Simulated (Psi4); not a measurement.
# InBr2Cl (SMILES [Cl][In]([Br])[Br]): a chain of runs

Aim: a series of 10 runs (PBE-D4/def2-SVP, PBE0-D4/def2-TZVP, PBE-D4/def2-TZVPP, r2SCAN-D4/def2-TZVPP, B3LYP-D4/def2-TZVPP, PBE0-D4/def2-TZVPP, wB97M-V/def2-TZVPP, CCSD(T)/def2-TZVPP, and more) of InBr2Cl. The job is set up through a Python script.

The calculation is run with Psi4 1.11.

## Step 1: Starting point

InBr2Cl has 4 atoms, charge 0, and is taken as a singlet. As SMILES, `[Cl][In]([Br])[Br]`. The shape comes from GFN2-xTB, rattled, which is rough for such elements, and wasn't checked as a minimum. The run starts from this shape.

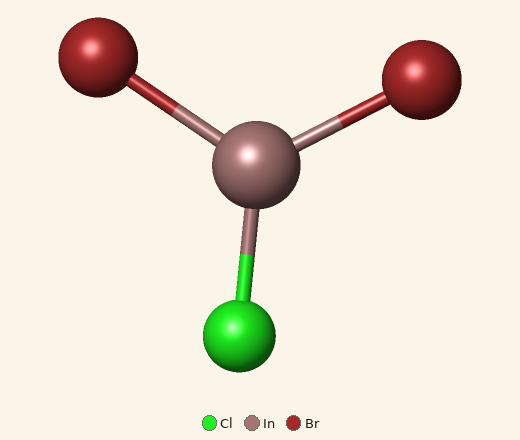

The structure, seen from a chosen angle (chlorine green, indium brown, bromine red).

## Step 2: A structure relaxation at PBE-D4/def2-SVP (density fitting, core potential) (run 1)

job.py

```python
import psi4

psi4.set_memory(4400000000)
psi4.set_num_threads(2)
psi4.set_output_file('run.log', False)

m = psi4.geometry("""
0 1
Cl    -1.937608    -0.999337     0.850086
In    -0.016699    -0.025985     0.081532
Br     2.250093    -0.788005     0.755829
Br    -0.223990     1.792697    -1.718673
units angstrom
symmetry c1
""")

psi4.set_options(dict(scf_type='df', geom_maxiter=60, max_force_g_convergence=0.0005))

e_tot, wfn = psi4.optimize("pbe-d4/def2-SVP", molecule=m, return_wfn=True)
print(f'pbe-d4/def2-SVP energy: {e_tot:.10f} Eh')
print(m.to_string(dtype='xyz', units='Angstrom'))
for k, v in sorted(psi4.core.scalar_variables().items()):
    print(f'{k:45s} {v:18.10f}')
```

On the command line:

```sh
$ python job.py
```

run.log:

```text
[...]
    !!!  WARNING: ECP capability is in beta. Please check occupations closely.  !!!
[...]
  Running in c1 symmetry.
[...]
  Nuclear repulsion =  690.455039041877399
[...]
  Multiplicity = 1
[...]
  Nalpha       = 54
  Nbeta        = 54
[...]
    Number of basis functions: 108
[...]
    !!!  WARNING: ECP capability is in beta. Please check occupations closely.  !!!
[...]
   @DF-RKS iter   0: -5797.07095088127153   -5.79707e+03   1.06427e-03
[...]
   @DF-RKS iter   8: -5797.07675139673120   -5.45697e-12   1.93124e-09 DIIS
[...]
  @DF-RKS Final Energy: -5797.07675139673120
   => Energetics <=
    Nuclear Repulsion Energy =            695.7463256632541970
    One-Electron Energy =               -9522.3075402966533147
    Two-Electron Energy =                3256.1951913621396670
    DFT Exchange-Correlation Energy =    -226.7052827192139262
    Empirical Dispersion Energy =          -0.0054454062585903
    VV10 Nonlocal Energy =                  0.0000000000000000
    Total Energy =                      -5797.0767513967311970
[...]
 Multipole Moments:
 ------------------------------------------------------------------------------------
     Multipole            Electronic (a.u.)      Nuclear  (a.u.)        Total (a.u.)
 ------------------------------------------------------------------------------------
 L = 1.  Multiply by 2.5417464519 to convert [e a0] to [Debye]
 Dipole X            :        -10.5930193           10.7219113            0.1288920
 Dipole Y            :         -5.5178436            5.5789640            0.0611203
 Dipole Z            :          4.9204988           -4.9742280           -0.0537291
 Magnitude           :                                                    0.1524325
[...]
  -Total Gradient:
     Atom            X                  Y                   Z
    ------   -----------------  -----------------  -----------------
       1       -0.000234906827    -0.000052741427     0.000040882457
       2       -0.000060310257    -0.000047473536     0.000052133592
       3       -0.000205952197    -0.000064655000     0.000052495986
       4       -0.000236007568    -0.000180858613     0.000160382216
[...]
    Final optimized geometry and variables:
    Molecular point group: c1
    Full point group: C1
    Geometry (in Angstrom), charge = 0, multiplicity = 1:
    CL          -2.240703708613    -1.145453080429     1.017975837607
    IN          -0.300928810760    -0.155564697576     0.138537118162
    BR           1.933839628696    -0.911141917749     0.899908983592
    BR          -0.502832223869     1.645193963668    -1.552683749217
[...]
```

The script printed:

```text
Optimizer: Optimization complete!
pbe-d4/def2-SVP energy: -5797.0767513967 Eh
4
0 1 Br2ClIn
Cl                   -2.240703708613    -1.145453080429     1.017975837607
In                   -0.300928810760    -0.155564697576     0.138537118162
Br                    1.933839628696    -0.911141917749     0.899908983592
Br                   -0.502832223869     1.645193963668    -1.552683749217

CURRENT ENERGY                                  -5797.0767513967
CURRENT REFERENCE ENERGY                        -5797.0767513967
DD SOLVATION ENERGY                                 0.0000000000
DFT FUNCTIONAL TOTAL ENERGY                     -5797.0713059905
DFT TOTAL ENERGY                                -5797.0767513967
DFT VV10 ENERGY                                     0.0000000000
DFT XC ENERGY                                    -226.7052827192
DISPERSION CORRECTION ENERGY                       -0.0054454063
GRID ELECTRONS ALPHA                               54.0000060330
GRID ELECTRONS BETA                                54.0000060330
GRID ELECTRONS TOTAL                              108.0000120660
NUCLEAR REPULSION ENERGY                          695.7463256633
ONE-ELECTRON ENERGY                             -9522.3075402967
OPTIMIZATION ITERATIONS                             7.0000000000
PBE-D4(BJ,EEQ)ATM DISPERSION CORRECTION ENERGY      -0.0054454063
PCM POLARIZATION ENERGY                             0.0000000000
PE ENERGY                                           0.0000000000
SCF ITERATION ENERGY                            -5797.0767513967
SCF ITERATIONS                                      8.0000000000
SCF TOTAL ENERGY                                -5797.0767513967
TWO-ELECTRON ENERGY                              3256.1951913621
XC GRID RADIAL POINTS                              75.0000000000
XC GRID SPHERICAL POINTS                          302.0000000000
XC GRID TOTAL POINTS                            85147.0000000000
```

It took 26 s on 2 threads of Intel Xeon 6975P-C (Granite Rapids), shared host; peak memory 0.54 GiB.

Steps, from the record of the run:

```csv
step,energy from the first frame kept (eV),largest force (eV/Å)
0,0.0000,1.5021
1,-0.0620,0.1209
2,-0.0283,0.5162
3,-0.0617,0.1470
4,-0.0676,0.0399
5,-0.0685,0.0313
6,-0.0695,0.0174
```

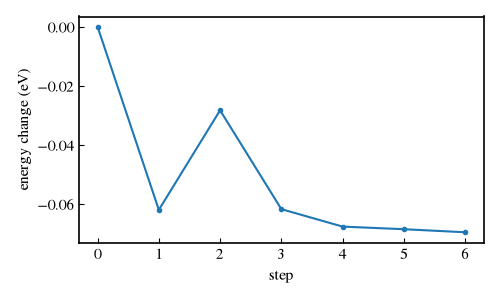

Energy along the run.

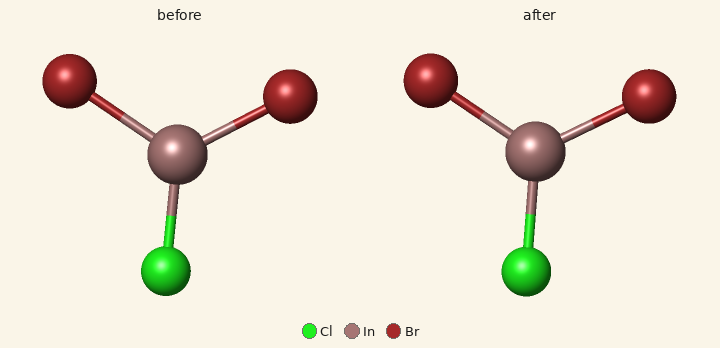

Before and after, at one scale.

After the run. Bond lengths: Cl1–In2 2.349 Å, In2–Br3 2.479 Å, In2–Br4 2.479 Å. Angles: Cl1–In2–Br3 120.1°, Cl1–In2–Br4 119.6°, Br3–In2–Br4 120.3°.

## Step 3: A geometry optimisation at PBE0-D4/def2-TZVP (density fitting, core potential) (run 2)

br2clin.py

```python
import psi4

psi4.set_memory(4400000000)
psi4.set_num_threads(2)
psi4.core.set_output_file('psi4.out', False)

m = psi4.geometry("""
0 1
Cl    -1.947499    -1.011050     0.898086
In    -0.007724    -0.021161     0.018647
Br     2.227045    -0.776739     0.780019
Br    -0.209627     1.779597    -1.672573
symmetry c1
""")

options = {'basis': 'def2-TZVP', 'scf_type': 'df', 'geom_maxiter': 50, 'max_force_g_convergence': 0.0002}
psi4.set_options(options)

result = psi4.optimize("PBE0-D4", molecule=m)
print(f'total energy {result:.8f} hartree = {result * 27.211386:.5f} eV')
print(m.to_string(dtype='xyz', units='Angstrom'))
```

On the command line:

```sh
$ python br2clin.py
```

psi4.out:

```text
[...]
    !!!  WARNING: ECP capability is in beta. Please check occupations closely.  !!!
[...]
  Running in c1 symmetry.
[...]
  Nuclear repulsion =  695.746331260418629
[...]
  Multiplicity = 1
[...]
  Nalpha       = 54
  Nbeta        = 54
[...]
    Number of basis functions: 183
[...]
   @DF-RKS iter   1: -5797.33643313016546   -3.14112e+00   1.19371e-02 DIIS/ADIIS
[...]
    !!!  WARNING: ECP capability is in beta. Please check occupations closely.  !!!
[...]
   @DF-RKS iter   7: -5798.08754362731815   -4.27463e-11   9.76990e-09 DIIS
[...]
  @DF-RKS Final Energy: -5798.08754362731815
   => Energetics <=
    Nuclear Repulsion Energy =            708.9358889735847242
    One-Electron Energy =               -9550.4209908265002014
    Two-Electron Energy =                3214.7631139194081697
    DFT Exchange-Correlation Energy =    -171.3606113100437938
    Empirical Dispersion Energy =          -0.0049443837681112
    VV10 Nonlocal Energy =                  0.0000000000000000
    Total Energy =                      -5798.0875436273190644
[...]
 Multipole Moments:
 ------------------------------------------------------------------------------------
     Multipole            Electronic (a.u.)      Nuclear  (a.u.)        Total (a.u.)
 ------------------------------------------------------------------------------------
 L = 1.  Multiply by 2.5417464519 to convert [e a0] to [Debye]
 Dipole X            :        -10.4323815           10.5607256            0.1283440
 Dipole Y            :         -5.3944276            5.4566498            0.0622222
 Dipole Z            :          4.8486239           -4.9018837           -0.0532598
 Magnitude           :                                                    0.1522511
[...]
  -Total Gradient:
     Atom            X                  Y                   Z
    ------   -----------------  -----------------  -----------------
       1       -0.000001188094     0.000041371247    -0.000053856107
       2       -0.000316246601    -0.000213809792     0.000241013977
       3       -0.000018641652    -0.000058100913     0.000038331651
       4       -0.000141885698     0.000003783352    -0.000022988428
[...]
    Final optimized geometry and variables:
    Molecular point group: c1
    Full point group: C1
    Geometry (in Angstrom), charge = 0, multiplicity = 1:
    CL          -2.193300820133    -1.122682120390     0.997408123866
    IN          -0.295721963983    -0.152270666584     0.136235394236
    BR           1.897576145103    -0.896620777334     0.885041726111
    BR          -0.495154130991     1.615786913075    -1.525351627566
[...]
```

On the terminal:

```text
Some dependencies such as QCElemental have not yet finished migration to pydantic v2. If issues are encountered please downgrade pydantic or upgrade QCElemental as appropriate
	Energy has increased in a minimization.
	Energy ratio indicates iffy step.
	Intrafrag trust radius decreased to   0.25.
	Previous geometry is closer to target in internal coordinates, so using that one.

	Best geometry has RMS(Delta(q)) = 2.65e-07

Optimizer: Optimization complete!
total energy -5798.08754363 hartree = -157773.99821 eV
4
0 1 Br2ClIn
Cl                   -2.193300820133    -1.122682120390     0.997408123866
In                   -0.295721963983    -0.152270666584     0.136235394236
Br                    1.897576145103    -0.896620777334     0.885041726111
Br                   -0.495154130991     1.615786913075    -1.525351627566
```

Wall time 42 s (2 threads of Intel Xeon 6975P-C (Granite Rapids), shared host); peak memory 0.95 GiB.

Step by step:

```csv
step,energy from the first frame kept (eV),largest force (eV/Å)
0,0.0000,0.6850
1,-0.0412,0.1627
2,-0.0432,0.0286
3,-0.0415,0.0840
4,-0.0432,0.0232
```

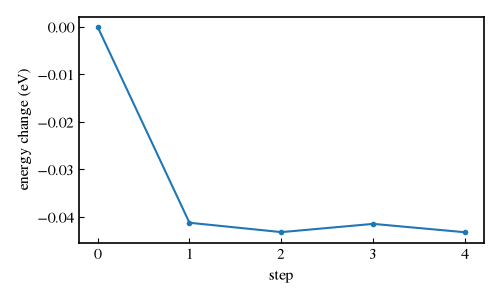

Energy along the run.

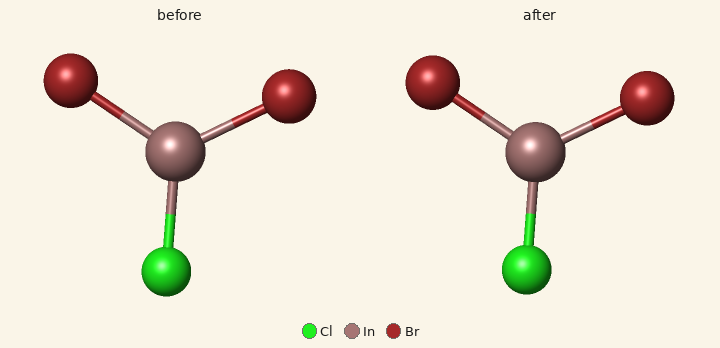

Before and after, at one scale.

After the run. Bond lengths: Cl1–In2 2.299 Å, In2–Br3 2.434 Å, In2–Br4 2.434 Å. Angles: Cl1–In2–Br3 120.0°, Cl1–In2–Br4 119.6°, Br3–In2–Br4 120.4°.

Runs 3 to 7 aren't shown in full; the table further down has their settings and results.

## Step 4: A single-point energy at wB97M-V/def2-TZVPP (density fitting, core potential) (run 8)

br2clin.xyz

```xyz
4
Br2ClIn
Cl    -1.900096    -0.988279     0.877518
In    -0.002517    -0.017867     0.016346
Br     2.190781    -0.762218     0.765152
Br    -0.201949     1.750190    -1.645241
```

job.py

```python
import psi4

psi4.set_memory(4400000000)
psi4.set_num_threads(2)
psi4.core.set_output_file('output.dat', False)

with open('br2clin.xyz') as f:
    atoms = ''.join(f.readlines()[2:])
geom = psi4.geometry('0 1\n' + atoms + 'symmetry c1')

psi4.set_options(dict(basis='def2-TZVPP', scf_type='df', dft_radial_points=99, dft_spherical_points=590, dft_vv10_postscf=True))

energy_value = psi4.energy("wb97m-v", molecule=geom)
print('E =', round(energy_value, 9))
for k, v in sorted(psi4.core.scalar_variables().items()):
    print(f'{k:45s} {v:18.10f}')
```

On the command line:

```sh
$ python job.py
```

output.dat:

```text
[...]
    !!!  WARNING: ECP capability is in beta. Please check occupations closely.  !!!
[...]
  Running in c1 symmetry.
[...]
  Nuclear repulsion =  708.935923998243652
[...]
  Multiplicity = 1
[...]
  Nalpha       = 54
  Nbeta        = 54
[...]
    Number of basis functions: 188
[...]
   @DF-RKS iter   1: -5798.23837969943634   -3.42714e+00   1.11309e-02 DIIS/ADIIS
[...]
   @DF-RKS iter   8: -5798.91073172598317   -2.91219e-07   3.92785e-07 DIIS
[...]
    Orbital Energies [Eh]
    ---------------------
    Doubly Occupied:
       1A   -483.519817     2A   -483.519582     3A   -101.878527
       4A    -62.825173     5A    -62.824940     6A    -56.511565
       7A    -56.511330     8A    -56.509631     9A    -56.509399
      10A    -56.509379    11A    -56.509146    12A     -9.651052
      13A     -8.908051    14A     -8.907819    15A     -7.353337
      16A     -7.348888    17A     -7.348295    18A     -6.691565
      19A     -6.691328    20A     -6.684694    21A     -6.684467
      22A     -6.683815    23A     -6.683585    24A     -4.898900
      25A     -3.298002    26A     -3.289599    27A     -3.289048
      28A     -2.772862    29A     -2.772626    30A     -2.771085
      31A     -2.770853    32A     -2.770384    33A     -2.770149
      34A     -2.764971    35A     -2.764969    36A     -2.764744
[...]
  @DF-RKS Final Energy: -5798.46975818948977
   => Energetics <=
    Nuclear Repulsion Energy =            708.9359239982436520
    One-Electron Energy =               -9550.2326991582503979
    Two-Electron Energy =                3221.9553387170508358
    DFT Exchange-Correlation Energy =    -179.5687026236061001
    Empirical Dispersion Energy =           0.0000000000000000
    VV10 Nonlocal Energy =                  0.4403808770724736
    Total Energy =                      -5798.4697581894897667
[...]
 Multipole Moments:
 ------------------------------------------------------------------------------------
     Multipole            Electronic (a.u.)      Nuclear  (a.u.)        Total (a.u.)
 ------------------------------------------------------------------------------------
 L = 1.  Multiply by 2.5417464519 to convert [e a0] to [Debye]
 Dipole X            :        -10.4467942           10.5607251            0.1139309
 Dipole Y            :         -5.4018887            5.4566246            0.0547359
 Dipole Z            :          4.8554001           -4.9018945           -0.0464945
 Magnitude           :                                                    0.1346774
[...]
```

On the terminal:

```text
E = -5798.469758189
CURRENT ENERGY                                  -5798.4697581895
CURRENT REFERENCE ENERGY                        -5798.4697581895
DD SOLVATION ENERGY                                 0.0000000000
DFT FUNCTIONAL TOTAL ENERGY                     -5798.4697581895
DFT TOTAL ENERGY                                -5798.4697581895
DFT VV10 ENERGY                                     0.4403808771
DFT XC ENERGY                                    -179.5687026236
GRID ELECTRONS ALPHA                               54.0000036837
GRID ELECTRONS BETA                                54.0000036837
GRID ELECTRONS TOTAL                              108.0000073674
NUCLEAR REPULSION ENERGY                          708.9359239982
ONE-ELECTRON ENERGY                             -9550.2326991583
PCM POLARIZATION ENERGY                             0.0000000000
PE ENERGY                                           0.0000000000
SCF ITERATION ENERGY                            -5798.9107317260
SCF ITERATIONS                                      8.0000000000
SCF TOTAL ENERGY                                -5798.4697581895
TWO-ELECTRON ENERGY                              3221.9553387171
XC GRID RADIAL POINTS                              99.0000000000
XC GRID SPHERICAL POINTS                          590.0000000000
XC GRID TOTAL POINTS                           222479.0000000000
```

It took 15 s on 2 threads of Intel Xeon 6975P-C (Granite Rapids), shared host; peak memory 2.7 GiB.

Run 9 isn't shown in full; the table further down has it.

## Step 5: A single-point energy at MP2/def2-QZVPP (density fitting, core potential, density fitting for correlation) (run 10)

job.py

```python
import psi4

psi4.set_memory(4400000000)
psi4.set_num_threads(2)
psi4.core.set_output_file('br2clin.out', False)

mol = psi4.geometry("""
Cl    -3.59066105    -1.86757664     1.65826869
In    -0.00475644    -0.03376374     0.03088946
Br     4.13997609    -1.44038327     1.44592772
Br    -0.38162830     3.30737977    -3.10905490
units au
symmetry c1
""")

psi4.set_options({
    'scf_type': 'df',
    'num_frozen_docc': 27,
})

e_tot = psi4.energy('mp2/def2-QZVPP')
print(f'mp2/def2-QZVPP energy: {e_tot:.10f} Eh')
```

On the command line:

```sh
$ python job.py
```

br2clin.out:

```text
[...]
    !!!  WARNING: ECP capability is in beta. Please check occupations closely.  !!!
[...]
  Running in c1 symmetry.
[...]
  Nuclear repulsion =  708.935924164426297
[...]
  Multiplicity = 1
[...]
  Nalpha       = 54
  Nbeta        = 54
[...]
    Number of basis functions: 330
[...]
   @DF-RHF iter   1: -5793.19577108995327   -4.24195e+00   7.55568e-03 ADIIS/DIIS
[...]
   @DF-RHF iter  11: -5793.85256196443879   -8.09450e-11   7.42454e-09 DIIS
[...]
    Orbital Energies [Eh]
    ---------------------
    Doubly Occupied:
       1A   -490.033277     2A   -490.033031     3A   -104.837005
       4A    -65.173741     5A    -65.173496     6A    -58.528769
       7A    -58.528523     8A    -58.528110     9A    -58.528015
      10A    -58.527866    11A    -58.527771    12A    -10.562543
      13A     -9.846169    14A     -9.845925    15A     -8.029273
      16A     -8.028202    17A     -8.028108    18A     -7.455916
      19A     -7.455669    20A     -7.452329    21A     -7.452088
      22A     -7.451889    23A     -7.451647    24A     -5.468901
      25A     -3.730070    26A     -3.724205    27A     -3.723783
      28A     -3.198490    29A     -3.198243    30A     -3.196868
      31A     -3.196623    32A     -3.196277    33A     -3.196030
      34A     -3.191793    35A     -3.191777    36A     -3.191554
[...]
  @DF-RHF Final Energy: -5793.85256196443879
   => Energetics <=
    Nuclear Repulsion Energy =            708.9359241644262966
    One-Electron Energy =               -9551.5575896424816165
    Two-Electron Energy =                3048.7691035136163009
    Total Energy =                      -5793.8525619644387916
[...]
 Multipole Moments:
 ------------------------------------------------------------------------------------
     Multipole            Electronic (a.u.)      Nuclear  (a.u.)        Total (a.u.)
 ------------------------------------------------------------------------------------
 L = 1.  Multiply by 2.5417464519 to convert [e a0] to [Debye]
 Dipole X            :        -10.4535176           10.5607251            0.1072075
 Dipole Y            :         -5.4056733            5.4566247            0.0509514
 Dipole Z            :          4.8592362           -4.9018945           -0.0426583
 Magnitude           :                                                    0.1261318
[...]
```

On the terminal:

```text
mp2/def2-QZVPP energy: -5795.6962617125 Eh
```

It took 12 s on 2 threads of Intel Xeon 6975P-C (Granite Rapids), shared host; peak memory 1.3 GiB.

## Step 6: The series

```csv
run,level,geom maxiter,max force g convergence,energy (Eh),dipole moment (D),HOMO energy (eV),LUMO energy (eV),wall time
1,"PBE-D4/def2-SVP (density fitting, core potential)",60,0.0005,-5797.076751,0.39,-7.36,-3.97,26 s
2,"PBE0-D4/def2-TZVP (density fitting, core potential)",50,0.0002,-5798.087544,0.39,-8.84,-2.95,42 s
3,"PBE0-D4/def2-TZVP (density fitting, core potential)",–,–,-5798.087544,0.39,–,–,2.7 min
4,"PBE-D4/def2-TZVPP (density fitting, core potential)",–,–,-5797.872022,0.38,-7.54,-3.77,8.4 s
5,"r2SCAN-D4/def2-TZVPP (density fitting, core potential)",–,–,-5798.842741,0.37,-7.89,-3.62,14 s
6,"B3LYP-D4/def2-TZVPP (density fitting, core potential)",–,–,-5798.970106,0.38,-8.55,-3.24,9.3 s
7,"PBE0-D4/def2-TZVPP (density fitting, core potential)",–,–,-5798.087625,0.38,-8.84,-2.95,8.4 s
8,"wB97M-V/def2-TZVPP (density fitting, core potential)",–,–,-5798.469758,0.34,-11.09,-1.07,15 s
9,"CCSD(T)/def2-TZVPP (density fitting, core potential, density fitting for correlation)",–,–,-5794.791652,–,-11.75,0.46,5.3 min
10,"MP2/def2-QZVPP (density fitting, core potential, density fitting for correlation)",–,–,-5795.696262,–,-11.75,0.31,12 s
```

## Step 7: What came out

| quantity | value |
| --- | --- |
| run 10, MP2/def2-QZVPP: total energy | -5795.69626 Eh |
| run 10, MP2/def2-QZVPP: HOMO energy (Hartree–Fock orbitals) | -11.75 eV |
| run 10, MP2/def2-QZVPP: LUMO energy (Hartree–Fock orbitals) | 0.31 eV |
| run 10, MP2/def2-QZVPP: HOMO–LUMO gap (Hartree–Fock orbitals) | 12.06 eV |
| run 10, MP2/def2-QZVPP: correlation energy (27 core orbitals frozen) | -1843.7 mEh |

**Reading.** Over runs 3, 4, 5, 6, 7, 8 the dipole moment (its size) runs from 0.34 D (wB97M-V/def2-TZVPP) to 0.39 D (PBE0-D4/def2-TZVP). The two ends differ in method and basis. Over runs 4, 5, 6, 7, 8 the HOMO–LUMO gap runs from 3.76 eV (PBE-D4/def2-TZVPP) to 10.03 eV (wB97M-V/def2-TZVPP). Totals of different functionals can't be ranked against each other. All runs together took 10 min, the longest 5.3 min.
